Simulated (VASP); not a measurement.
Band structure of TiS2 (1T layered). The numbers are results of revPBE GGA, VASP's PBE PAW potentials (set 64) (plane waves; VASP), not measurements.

Without a dispersion term in the relaxation, distances and binding between the weakly bound layers, chains or molecules are unreliable, and so is what depends on them.

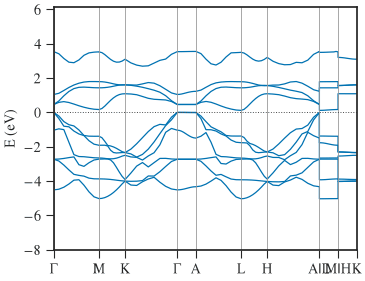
Figure. Bands along high-symmetry lines, zero at the valence-band maximum or, without a gap, the Fermi level

Q: Read the plot: is there a gap, and where are the band edges?

A: The gap is indirect, 0.12 eV, from the valence maximum at Γ to the conduction minimum at L. (Edges off the drawn lines would not show.)

The compound is TiS2 in the 1T layered structure. It was relaxed first, which changed the volume by +30 %.
